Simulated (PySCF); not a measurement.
Excited-state calculation of C$_{6}$H$_{5}$BrO

C$_{6}$H$_{5}$BrO, SMILES C=Cc1ccc(Br)o1, computed with TDDFT CAM-B3LYP/def2-SVPD, vertical, gas phase, core orbitals frozen in the response (PySCF 2.14.0).

The geometry comes from this level: GFN2-xTB. It belongs to a series of runs on one base structure; here: H on C replaced by Br.

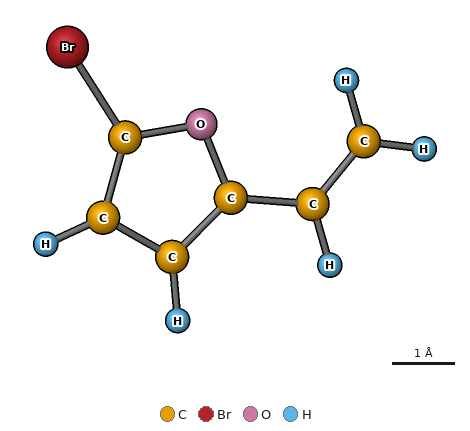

*The structure as given in the input (ball-and-stick view, seen at a tilt).*

Key numbers

- outcome: converged
- total energy: −2880.427737 hartree
- HOMO: −7.37 eV
- LUMO: −0.11 eV
- dipole moment: 1.65 D
- mean polarisability: 99.90 a.u.
- lowest singlet excitation: 4.78 eV
- hardware: 1 CPU thread, shared host
- wall time: 2.6 min
- peak memory: 1 GiB

Notes

Spin–orbit coupling is left out, which matters for the heavy atoms.

Input
```
{"job": {"kind": "uv", "xc": "CAM-B3LYP", "basis": "def2-SVPD", "nstates": 8, "ntriplets": 3}, "charge": 0, "multiplicity": 1}
C      2.368503     0.836466     0.104746
C      1.602115    -0.218611    -0.154687
C      0.164135    -0.216291    -0.073287
C     -0.740981    -1.223661    -0.308171
C     -2.025432    -0.683388    -0.082268
C     -1.803411     0.613770     0.274018
Br    -2.993354     1.976581     0.730029
O     -0.498818     0.912992     0.286046
H      1.941849     1.779839     0.400161
H      3.440107     0.787484     0.030146
H      2.029602    -1.166053    -0.451109
H     -0.515105    -2.226903    -0.605550
H     -2.973599    -1.171737    -0.167803
```

The first line tells a small driver script what to run in PySCF; the rest is the geometry in Å.

Launch command:
```bash
OMP_NUM_THREADS=1 python <driver script> task.json out
```

What the program printed
```
coarse grid: 55952 points
cycle   1  E = -2880.3520463915  dE =  6.741e-01  |g| = 5.635e-01  |ddm| = 9.724e+00
cycle   2  E = -2880.3332907289  dE =  1.876e-02  |g| = 6.829e-01  |ddm| = 2.239e+00
cycle   3  E = -2880.4264907379  dE = -9.320e-02  |g| = 6.899e-02  |ddm| = 1.270e+00
cycle   4  E = -2880.4273714760  dE = -8.807e-04  |g| = 3.832e-02  |ddm| = 2.003e-01
cycle   5  E = -2880.4276903144  dE = -3.188e-04  |g| = 1.073e-02  |ddm| = 1.019e-01
cycle   6  E = -2880.4277212770  dE = -3.096e-05  |g| = 3.734e-03  |ddm| = 3.791e-02
cycle   7  E = -2880.4277251613  dE = -3.884e-06  |g| = 1.156e-03  |ddm| = 8.191e-03
final grid: 118392 points
cycle   8  E = -2880.4277362690  dE = -1.185e-07  |g| = 1.287e-03  |ddm| = 8.591e-03
cycle   9  E = -2880.4277358916  dE =  3.775e-07  |g| = 1.902e-03  |ddm| = 6.136e-03
cycle  10  E = -2880.4277367149  dE = -8.233e-07  |g| = 1.218e-04  |ddm| = 3.810e-03
cycle  11  E = -2880.4277367192  dE = -4.375e-09  |g| = 6.917e-05  |ddm| = 3.325e-04
cycle  12  E = -2880.4277367215  dE = -2.245e-09  |g| = 2.408e-05  |ddm| = 2.939e-04
cycle  13  E = -2880.4277367216  dE = -1.564e-10  |g| = 3.678e-06  |ddm| = 6.957e-05
```

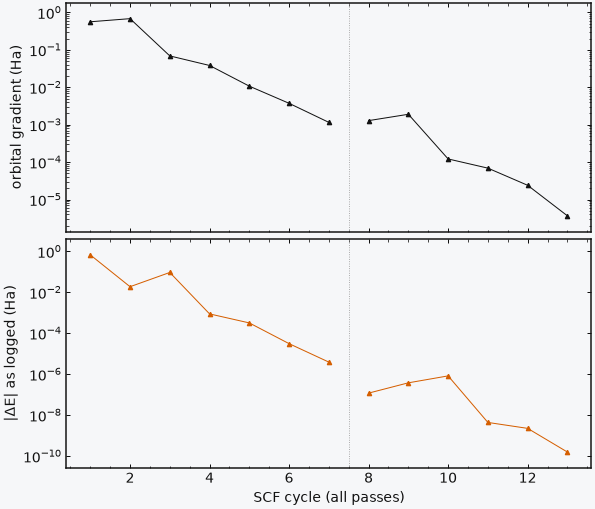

*Convergence of the self-consistent field: orbital gradient and size of the energy change against the SCF cycle. The dotted line marks the change from a coarse to the final integration grid.*

The first 7 cycles use a coarse grid, the final grid takes over at cycle 8, and the field converges after 13 cycles in all.

```
converged SCF energy = -2880.4277367216

Static polarisability (au): isotropic 99.899, principal 59.279 101.943 138.474

Singlet excitations
state   eV       nm        f      main configurations
  1   4.7776    259.5   0.48939   H->L 0.97
  2   5.2140    237.8   0.00021   H->L+1 0.80
  3   5.9881    207.1   0.00001   H->L+2 0.93
  4   6.2965    196.9   0.02230   H->L+4 0.60, H-1->L 0.23
  5   6.6053    187.7   0.00518   H->L+3 0.53, H->L+5 0.36
  6   6.8126    182.0   0.00960   H->L+5 0.56, H->L+3 0.35
  7   6.9317    178.9   0.09546   H-2->L+1 0.65, H-1->L 0.17
  8   6.9994    177.1   0.35808   H-1->L 0.48, H-2->L+1 0.23, H->L+4 0.20

Triplet excitations (Tamm-Dancoff, eV): 2.8789 4.5105 4.7610
```

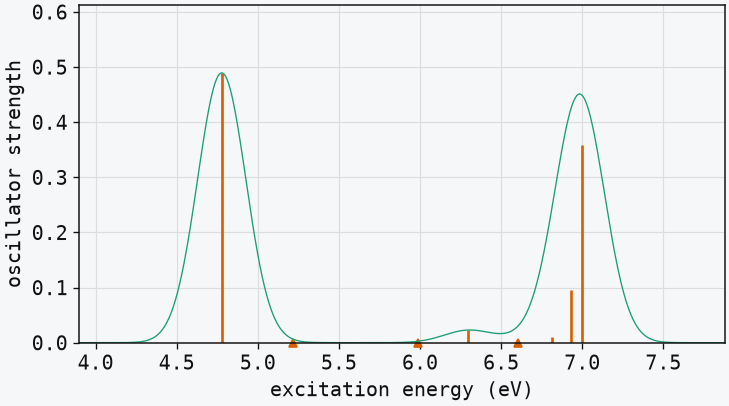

*Computed excitations as sticks (degenerate states added up, dark ones marked on the axis), with a Gaussian envelope of 0.35 eV full width at half maximum, scaled to the tallest.*

Of the 8 states the lowest lies at 4.78 eV (f = 0.489); the strongest line is at 4.78 eV, or 260 nm (f = 0.489).

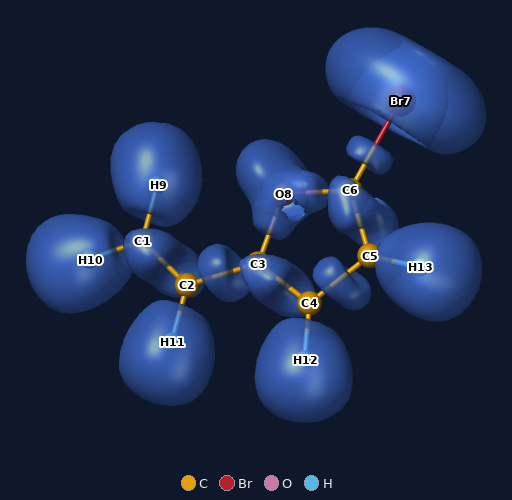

*Isosurface of the ELF at 0.75 (blue), seen at an oblique angle. Core shells and regions of very low density are left out.*

Values along the shortest contacts: C–C (1.33 Å): the ELF peaks at about 0.95 between the atoms; a multiple bond by its length, whose ELF region spreads away from the axis.

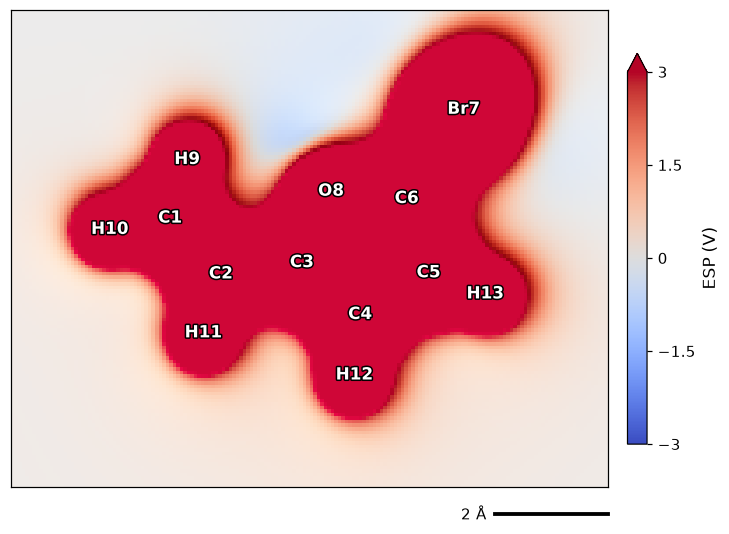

*Electrostatic potential on the molecular plane.*

Atoms in the plane: C, Br, O and H.
